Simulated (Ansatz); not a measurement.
**Si2H4OF2: nudged elastic band**

System: Si2H4OF2.
Method: RKS r2SCAN-D4/def2-SVP (Ansatz 0.2.0).

It belongs to a series of runs on one base structure; here: band between the two ends. Figures and captions count atoms from 1; the log counts them from 0 in places.

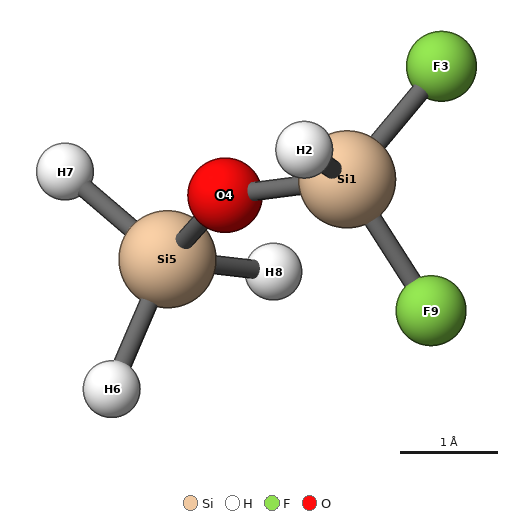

Fig. 1: The structure as given in the input (ball-and-stick view, seen at a tilt; atoms are numbered from 1 in the order of the input). Bond lengths as drawn: F–Si 1.61 Å, H–Si 1.47 to 1.49 Å and O–Si 1.62 to 1.67 Å.

The input:
```yaml
crystal:
  periodic: [false, false, false]
  atoms:
    - { symbol: Si, position_ang: [0.152057, -0.026796, 0.241812] }
    - { symbol: H, position_ang: [0.580185, 0.02652, 1.645695] }
    - { symbol: F, position_ang: [1.403916, 0.303771, -0.714381] }
    - { symbol: O, position_ang: [-1.060034, 1.014909, -0.050154] }
    - { symbol: Si, position_ang: [-2.379301, 1.413892, -0.996867] }
    - { symbol: H, position_ang: [-3.601827, 0.779662, -0.428666] }
    - { symbol: H, position_ang: [-2.521966, 2.894534, -0.98151] }
    - { symbol: H, position_ang: [-2.168246, 0.939162, -2.395431] }
    - { symbol: F, position_ang: [-0.327788, -1.518754, -0.133497] }
basis:
  gaussian: { orbitals: def2-SVP }
hamiltonian:
  xc: r2scan
  dispersion: d4
neb:
  order_check: false
  images: 7
  f_tol: 0.05
  max_iterations: 60
  final_atoms:
    - { symbol: Si, position_ang: [-0.46804643, -0.52878188, 1.00061703] }
    - { symbol: H, position_ang: [0.74015318, 1.00861932, -0.26810259] }
    - { symbol: F, position_ang: [1.39736021, 0.3289493, -0.19647595] }
    - { symbol: O, position_ang: [-0.97730003, 0.93994597, 0.27885815] }
    - { symbol: Si, position_ang: [-2.17248172, 1.31285651, -0.85630738] }
    - { symbol: H, position_ang: [-3.38748859, 0.49059973, -0.59769893] }
    - { symbol: H, position_ang: [-2.49138898, 2.75854641, -0.7109198] }
    - { symbol: H, position_ang: [-1.665064, 1.05370174, -2.23403382] }
    - { symbol: F, position_ang: [-0.89874764, -1.53753709, -0.22893574] }
  initial_path:
    images:
      - { positions_ang: [[0.152057, -0.026796, 0.241812], [0.580185, 0.02652, 1.645695], [1.403916, 0.303771, -0.714381], [-1.060034, 1.014909, -0.050154], [-2.379301, 1.413892, -0.996867], [-3.601827, 0.779662, -0.428666], [-2.521966, 2.894534, -0.98151], [-2.168246, 0.939162, -2.395431], [-0.327788, -1.518754, -0.133497]] }
      - { positions_ang: [[0.11394413, -0.01959184, 0.18238119], [0.65511798, 0.02084065, 1.58711714], [1.48570453, 0.22911887, -0.4211964], [-0.99304918, 1.10403939, -0.17721205], [-2.38431127, 1.41639503, -1.00875372], [-3.50474406, 0.74434748, -0.3518585], [-2.60737479, 2.87294625, -0.99725809], [-2.25618248, 0.92206603, -2.39411727], [-0.43210885, -1.46326187, -0.23210131]] }
      - { positions_ang: [[0.07583125, -0.01238767, 0.12295038], [0.73005095, 0.01516131, 1.52853927], [1.56749306, 0.15446674, -0.1280118], [-0.92606437, 1.19316979, -0.30427009], [-2.38932154, 1.41889806, -1.02064043], [-3.40766113, 0.70903296, -0.275051], [-2.69278358, 2.8513585, -1.01300618], [-2.34411896, 0.90497006, -2.39280354], [-0.53642969, -1.40776974, -0.33070562]] }
      - { positions_ang: [[0.03771838, -0.00518351, 0.06351957], [0.80498393, 0.00948196, 1.46996141], [1.64928159, 0.07981461, 0.1651728], [-0.85907955, 1.28230018, -0.43132814], [-2.39433181, 1.4214011, -1.03252715], [-3.31057819, 0.67371844, -0.1982435], [-2.77819236, 2.82977075, -1.02875426], [-2.43205545, 0.88787409, -2.39148981], [-0.64075054, -1.35227761, -0.42930992]] }
      - { positions_ang: [[-0.0003945, 0.00202065, 0.00408876], [0.8799169, 0.00380262, 1.41138355], [1.73107013, 0.00516248, 0.4583574], [-0.79209474, 1.37143057, -0.55838618], [-2.39934208, 1.42390413, -1.04441387], [-3.21349525, 0.63840392, -0.121436], [-2.86360115, 2.808183, -1.04450235], [-2.51999193, 0.87077811, -2.39017608], [-0.74507138, -1.29678548, -0.52791423]] }
      - { positions_ang: [[-0.11730748, -0.13067998, 0.25322083], [0.84497597, 0.25500679, 0.99151202], [1.64764265, 0.08610919, 0.29464906], [-0.83839606, 1.26355942, -0.3490751], [-2.34262699, 1.39614222, -0.99738724], [-3.25699359, 0.60145287, -0.24050173], [-2.77054811, 2.79577385, -0.96110671], [-2.30625995, 0.91650902, -2.35114051], [-0.78349045, -1.35697339, -0.45316961]] }
      - { positions_ang: [[-0.23422046, -0.26338061, 0.50235289], [0.81003504, 0.50621097, 0.57164048], [1.56421517, 0.16705589, 0.13094073], [-0.88469738, 1.15568827, -0.13976402], [-2.2859119, 1.36838032, -0.95036062], [-3.30049192, 0.56450182, -0.35956746], [-2.67749507, 2.78336471, -0.87771107], [-2.09252796, 0.96223993, -2.31210495], [-0.82190951, -1.41716129, -0.37842498]] }
      - { positions_ang: [[-0.35113344, -0.39608125, 0.75148496], [0.77509411, 0.75741514, 0.15176895], [1.48078769, 0.2480026, -0.03276761], [-0.9309987, 1.04781712, 0.06954707], [-2.22919681, 1.34061842, -0.903334], [-3.34399025, 0.52755078, -0.47863319], [-2.58444202, 2.77095556, -0.79431543], [-1.87879598, 1.00797083, -2.27306938], [-0.86032858, -1.47734919, -0.30368036]] }
      - { positions_ang: [[-0.46804643, -0.52878188, 1.00061703], [0.74015318, 1.00861932, -0.26810259], [1.39736021, 0.3289493, -0.19647595], [-0.97730003, 0.93994597, 0.27885815], [-2.17248172, 1.31285651, -0.85630738], [-3.38748859, 0.49059973, -0.59769893], [-2.49138898, 2.75854641, -0.7109198], [-1.665064, 1.05370174, -2.23403382], [-0.89874764, -1.53753709, -0.22893574]] }
```

Machine: 4 threads of Arm Neoverse V1, 24 GiB of memory available, shared host.

Command:
```bash
ansatz run input.yaml --threads 4 --pin off --max-ram 5120MiB --backend cpu --events-out ev --progress --plain --runs-dir out
```

Log:
```
Engine: ansatz 0.2.0, aarch64-unknown-linux-gnu
Functional definition: r2SCAN
  parameter k0 = 0.174
  parameter k1 = 0.065
  parameter a1 = 4.9479
  exchange = r2scan_x(k0 = k0, k1 = k1, a1 = a1)
  correlation = r2scan_c
1063 factors; their error is unknown
mean field evaluation 1: about -23285.1884 eV, gradient 6.1e1 eV
mean field evaluation 2: about -23271.1850 eV, gradient 1.1e2 eV
mean field evaluation 4: about -23291.0590 eV, gradient 6.3e0 eV
mean field evaluation 8: about -23291.0390 eV, gradient 2.9e-2 eV
mean field -23291.03903268 eV, -855.9298972178 hartree, gradient 3.2e-5 eV, S^2 0.000000; 0 other end points of the search recorded, 0 dependent functions left out
the calculation of the forces begins
reference -23291.03904282 eV, -855.9298975905 hartree; 29, 29 occupied and 69, 69 virtual orbitals, 1063 factors
1063 factors; their error is unknown
mean field evaluation 16: about -23282.2045 eV, gradient 6.1e1 eV
mean field evaluation 32: about -23288.1622 eV, gradient 7.3e-5 eV
mean field -23288.16217820 eV, -855.8241747656 hartree, gradient 7.3e-5 eV, S^2 0.000000; 0 other end points of the search recorded, 0 dependent functions left out
[... from here on the field's lines of each further geometry are left out, up to the last ...]
NEB iter   1: max|band force component| = 8.348e0 eV/Å  barrier→ = 6.6987 eV  barrier← = 3.8244 eV  Δτ_max = 0.2000 Å  (240 SCF iters)
NEB iter   2: max|band force component| = 4.440e0 eV/Å  barrier→ = 4.8131 eV  barrier← = 1.9389 eV  Δτ_max = 0.2000 Å  (232 SCF iters)
NEB iter   3: max|band force component| = 3.642e0 eV/Å  barrier→ = 3.8992 eV  barrier← = 1.0250 eV  Δτ_max = 0.2000 Å  (231 SCF iters)
NEB iter   4: max|band force component| = 2.995e0 eV/Å  barrier→ = 3.4745 eV  barrier← = 0.6003 eV  Δτ_max = 0.2000 Å  (230 SCF iters)
NEB iter   5: max|band force component| = 2.524e0 eV/Å  barrier→ = 3.2587 eV  barrier← = 0.3845 eV  Δτ_max = 0.2000 Å  (233 SCF iters)
NEB iter   6: max|band force component| = 3.821e0 eV/Å  barrier→ = 3.6831 eV  barrier← = 0.8089 eV  Δτ_max = 0.1010 Å  (228 SCF iters)
NEB iter   7: max|band force component| = 2.327e0 eV/Å  barrier→ = 3.2111 eV  barrier← = 0.3369 eV  Δτ_max = 0.2000 Å  (201 SCF iters)
NEB iter   8: max|band force component| = 2.069e0 eV/Å  barrier→ = 3.1197 eV  barrier← = 0.2455 eV  Δτ_max = 0.2000 Å  (224 SCF iters)
NEB iter   9: max|band force component| = 1.751e0 eV/Å  barrier→ = 3.5914 eV  barrier← = 0.7172 eV  Δτ_max = 0.1975 Å  (225 SCF iters)
NEB iter  10: max|band force component| = 1.600e0 eV/Å  barrier→ = 3.5726 eV  barrier← = 0.6983 eV  Δτ_max = 0.1969 Å  (220 SCF iters)
NEB iter  11: max|band force component| = 5.237e0 eV/Å  barrier→ = 3.6676 eV  barrier← = 0.7933 eV  Δτ_max = 0.0993 Å  (225 SCF iters)
NEB iter  12: max|band force component| = 1.560e0 eV/Å  barrier→ = 3.2469 eV  barrier← = 0.3727 eV  Δτ_max = 0.1990 Å  (206 SCF iters)
NEB iter  13: max|band force component| = 1.713e0 eV/Å  barrier→ = 3.4120 eV  barrier← = 0.5378 eV  Δτ_max = 0.1008 Å  (212 SCF iters)
NEB iter  14: max|band force component| = 6.619e-1 eV/Å  barrier→ = 3.5538 eV  barrier← = 0.6795 eV  Δτ_max = 0.1105 Å  (204 SCF iters)
NEB iter  15: max|band force component| = 5.758e-1 eV/Å  barrier→ = 3.5832 eV  barrier← = 0.7090 eV  CI = image 4  Δτ_max = 0.0749 Å  (203 SCF iters)
NEB iter  16: max|band force component| = 4.618e-1 eV/Å  barrier→ = 3.5991 eV  barrier← = 0.7249 eV  CI = image 4  Δτ_max = 0.0440 Å  (208 SCF iters)
NEB iter  17: max|band force component| = 2.088e-1 eV/Å  barrier→ = 3.5882 eV  barrier← = 0.7139 eV  CI = image 4  Δτ_max = 0.1960 Å  (213 SCF iters)
NEB iter  18: max|band force component| = 1.945e-1 eV/Å  barrier→ = 3.5805 eV  barrier← = 0.7063 eV  CI = image 4  Δτ_max = 0.1000 Å  (212 SCF iters)
NEB iter  19: max|band force component| = 1.184e-1 eV/Å  barrier→ = 3.5771 eV  barrier← = 0.7028 eV  CI = image 4  Δτ_max = 0.0578 Å  (205 SCF iters)
NEB iter  20: max|band force component| = 6.544e-2 eV/Å  barrier→ = 3.5736 eV  barrier← = 0.6993 eV  CI = image 4  Δτ_max = 0.0679 Å  (208 SCF iters)
NEB iter  21: max|band force component| = 5.257e-2 eV/Å  barrier→ = 3.5716 eV  barrier← = 0.6973 eV  CI = image 4  Δτ_max = 0.0495 Å  (209 SCF iters)
NEB iter  22: max|band force component| = 7.386e-2 eV/Å  barrier→ = 3.5702 eV  barrier← = 0.6959 eV  CI = image 4  Δτ_max = 0.0247 Å  (209 SCF iters)
NEB iter  23: max|band force component| = 5.233e-2 eV/Å  barrier→ = 3.5694 eV  barrier← = 0.6952 eV  CI = image 4  Δτ_max = 0.0248 Å  (210 SCF iters)
the calculation of the forces begins
reference -23288.09852264 eV, -855.8218354669 hartree; 29, 29 occupied and 69, 69 virtual orbitals, 1063 factors
1063 factors; their error is unknown
mean field evaluation 1440: about -23287.5534 eV, gradient 4.1e-2 eV
mean field -23287.46949021 eV, -855.7987189516 hartree, gradient 1.8e-5 eV, S^2 0.000000; 1 other end points of the search recorded, 0 dependent functions left out
the calculation of the forces begins
reference -23287.46950047 eV, -855.7987193284 hartree; 29, 29 occupied and 69, 69 virtual orbitals, 1063 factors
NEB iter  24: max|band force component| = 4.915e-2 eV/Å  barrier→ = 3.5689 eV  barrier← = 0.6947 eV  CI = image 4  Δτ_max = 0.0000 Å  (405 SCF iters)
```

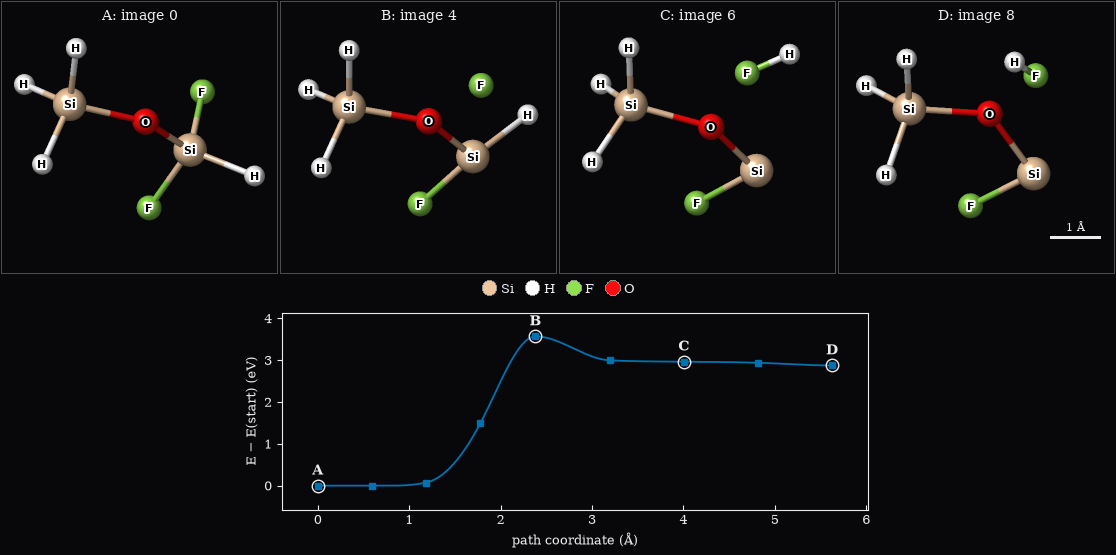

Fig. 2: Images of the last band (counted from 0; ball-and-stick, seen at a tilt) above the energy along the path; the line is a cubic interpolation that uses the forces. The highest image is number 4, 3.569 eV above the start and 0.695 eV above the end (the climbing image); the end lies 2.874 eV above the start. The path is 5.63 Å long. The band converged in 24 iterations.

```
Total energy: -23287.51570928 eV, -855.8004174709 hartree
Atom 0 at    -0.232308    -0.129993     0.677641 Å, force     0.001703    -0.014837     0.000563 eV/Å
Atom 1 at     1.371720     0.173385     0.884552 Å, force     0.001002     0.004030    -0.003622 eV/Å
Atom 2 at     1.390942     0.349620    -0.287000 Å, force    -0.006230    -0.002890     0.006280 eV/Å
Atom 3 at    -1.287011     1.033066     0.205962 Å, force     0.003337     0.023068    -0.008817 eV/Å
Atom 4 at    -2.388115     1.380178    -1.016830 Å, force     0.005542    -0.017308     0.000255 eV/Å
Atom 5 at    -3.669398     0.672672    -0.739917 Å, force    -0.001802     0.002704     0.001895 eV/Å
Atom 6 at    -2.608254     2.850550    -1.015997 Å, force    -0.004168    -0.002515     0.003086 eV/Å
Atom 7 at    -1.847811     0.942952    -2.334981 Å, force     0.002145     0.006835    -0.000492 eV/Å
Atom 8 at    -0.652768    -1.445530    -0.186428 Å, force    -0.001529     0.000913     0.000852 eV/Å
Dipole moment:    -0.108109     0.149782     0.103585 e Å
this run last wrote the band of iteration 24 to [file]
```

The last band as extended XYZ (Å, eV, eV/Å):
```
9
Properties=species:S:1:pos:R:3:forces:R:3 image=0 energy=-23291.08463
Si    0.1521   -0.0268    0.2418   -0.0057  -0.0107   0.0076
H     0.5802    0.0265    1.6457   -0.0110   0.0041  -0.0248
F     1.4039    0.3038   -0.7144   -0.0284  -0.0068   0.0081
O    -1.0600    1.0149   -0.0502    0.0070  -0.0037   0.0029
Si   -2.3793    1.4139   -0.9969    0.0067   0.0113  -0.0273
H    -3.6018    0.7797   -0.4287    0.0137   0.0003  -0.0007
H    -2.5220    2.8945   -0.9815    0.0003  -0.0100   0.0070
H    -2.1682    0.9392   -2.3954   -0.0026   0.0005   0.0245
F    -0.3278   -1.5188   -0.1335    0.0200   0.0150   0.0026
9
Properties=species:S:1:pos:R:3:forces:R:3 image=1 energy=-23291.08472
Si    0.1375   -0.0233    0.2614   -0.0052  -0.0390   0.0169
H     0.7122    0.1853    1.5952   -0.0078  -0.0045   0.0012
F     1.2861    0.1436   -0.8533   -0.0067   0.0205  -0.0121
O    -1.0780    1.0161   -0.0226    0.0041   0.0212  -0.0177
Si   -2.3636    1.4173   -1.0148    0.0080  -0.0013  -0.0075
H    -3.5564    0.6136   -0.6283   -0.0004   0.0037   0.0053
H    -2.6434    2.8661   -0.8324   -0.0022   0.0011   0.0046
H    -2.0095    1.1404   -2.4359   -0.0034   0.0002  -0.0037
F    -0.4080   -1.5322    0.1177    0.0135  -0.0019   0.0129
9
Properties=species:S:1:pos:R:3:forces:R:3 image=2 energy=-23291.01427
Si    0.0805    0.0128    0.2947    0.1137   0.0584  -0.1721
H     0.8817    0.0793    1.5176   -0.3639  -0.0294   0.3410
F     1.1625    0.3485   -0.8463   -0.0827  -0.0123  -0.3523
O    -1.1880    1.0381    0.1972    0.0881  -0.0171  -0.0118
Si   -2.3432    1.3761   -0.9822    0.0353   0.0154  -0.0114
H    -3.6250    0.6855   -0.6666    0.0533   0.0011   0.0669
H    -2.5577    2.8469   -1.0238    0.0151  -0.0013   0.0507
H    -1.8422    0.9061   -2.3069    0.0028  -0.0055   0.0185
F    -0.4917   -1.4664    0.0032    0.1384  -0.0092   0.0705
9
Properties=species:S:1:pos:R:3:forces:R:3 image=3 energy=-23289.59484
Si   -0.0277   -0.0274    0.4431    1.4965   0.5961  -1.8254
H     1.2003    0.1107    1.2432   -1.2467  -0.5154   2.5744
F     1.2539    0.3434   -0.5386   -0.9368   0.0366  -1.8397
O    -1.2573    1.0341    0.2255    0.1758  -0.0658   0.2052
Si   -2.3694    1.3727   -1.0094    0.1045  -0.0511   0.1411
H    -3.6605    0.6835   -0.7283    0.0538   0.0025   0.0654
H    -2.5858    2.8445   -1.0513    0.0472  -0.0305   0.0644
H    -1.8425    0.9052   -2.3262    0.0475  -0.0004   0.0927
F    -0.6340   -1.4399   -0.0710    0.2581   0.0280   0.5219
9
Properties=species:S:1:pos:R:3:forces:R:3 image=4 energy=-23287.51570
Si   -0.2323   -0.1300    0.6776    0.0017  -0.0148   0.0006
H     1.3717    0.1734    0.8846    0.0010   0.0040  -0.0036
F     1.3909    0.3496   -0.2870   -0.0062  -0.0029   0.0063
O    -1.2870    1.0331    0.2060    0.0033   0.0231  -0.0088
Si   -2.3881    1.3802   -1.0168    0.0055  -0.0173   0.0003
H    -3.6694    0.6727   -0.7399   -0.0018   0.0027   0.0019
H    -2.6083    2.8506   -1.0160   -0.0042  -0.0025   0.0031
H    -1.8478    0.9430   -2.3350    0.0021   0.0068  -0.0005
F    -0.6528   -1.4455   -0.1864   -0.0015   0.0009   0.0009
9
Properties=species:S:1:pos:R:3:forces:R:3 image=5 energy=-23288.08829
Si   -0.5518   -0.2958    0.9146   -0.0394  -0.0350   0.0570
H     1.9082    0.3445    0.5875    0.0834   0.0283  -0.0562
F     1.4755    0.3971   -0.2370    0.0145   0.0012   0.0250
O    -1.4123    0.9790    0.2920   -0.0386   0.0125   0.0088
Si   -2.4129    1.3641   -0.9986    0.0078  -0.0162  -0.0035
H    -3.7145    0.6548   -0.8372   -0.0130   0.0051  -0.0175
H    -2.6413    2.8347   -0.9767   -0.0013  -0.0006  -0.0003
H    -1.7935    0.9736   -2.2967    0.0181   0.0062   0.0009
F    -0.7803   -1.4252   -0.2610   -0.0314  -0.0015  -0.0143
9
Properties=species:S:1:pos:R:3:forces:R:3 image=6 energy=-23288.11956
Si   -0.6231   -0.4621    0.9986   -0.0014  -0.0118  -0.0013
H     1.8488    0.7247    0.2039   -0.0008   0.0048  -0.0110
F     1.2410    0.3909   -0.4159   -0.0026   0.0011   0.0020
O    -1.5005    0.8553    0.4835   -0.0047   0.0074   0.0019
Si   -2.3126    1.3370   -0.9054    0.0082  -0.0040   0.0002
H    -3.6418    0.6650   -0.9740   -0.0008   0.0001  -0.0029
H    -2.5075    2.8113   -0.8283   -0.0030  -0.0003   0.0039
H    -1.5236    1.0065   -2.1258    0.0096   0.0006   0.0003
F    -0.9038   -1.5016   -0.2497   -0.0045   0.0021   0.0068
9
Properties=species:S:1:pos:R:3:forces:R:3 image=7 energy=-23288.14651
Si   -0.5647   -0.5578    1.0046   -0.0010  -0.0245   0.0125
H     1.3068    1.1575   -0.1082   -0.0535   0.0364  -0.0192
F     1.3122    0.2786   -0.4126    0.0027  -0.0204   0.0103
O    -1.2746    0.8687    0.4835    0.0226   0.0096  -0.0142
Si   -2.2215    1.2944   -0.8422    0.0067   0.0057   0.0072
H    -3.5123    0.5489   -0.8228    0.0156  -0.0079   0.0029
H    -2.4950    2.7549   -0.7414    0.0096  -0.0001   0.0023
H    -1.4979    1.0170   -2.1157    0.0106   0.0046  -0.0017
F    -0.9761   -1.5355   -0.2582   -0.0134  -0.0032  -0.0002
9
Properties=species:S:1:pos:R:3:forces:R:3 image=8 energy=-23288.21039
Si   -0.4680   -0.5288    1.0006   -0.0008  -0.0241  -0.0052
H     0.7402    1.0086   -0.2681    0.0160  -0.0154  -0.0031
F     1.3974    0.3289   -0.1965   -0.0138   0.0195  -0.0005
O    -0.9773    0.9399    0.2789   -0.0070   0.0060  -0.0022
Si   -2.1725    1.3129   -0.8563    0.0065   0.0059  -0.0162
H    -3.3875    0.4906   -0.5977    0.0032   0.0020   0.0033
H    -2.4914    2.7585   -0.7109   -0.0053   0.0000   0.0065
H    -1.6651    1.0537   -2.2340    0.0003  -0.0041   0.0037
F    -0.8987   -1.5375   -0.2289    0.0011   0.0102   0.0137
```

Key numbers:

| quantity | value |
| --- | --- |
| outcome | converged |
| barrier, forward | 3.569 eV |
| barrier, backward | 0.695 eV |
| wall time | 5.1 min (CPU time 19 min) |
| peak memory | 0.18 GiB |

The order of the saddle point was not checked.
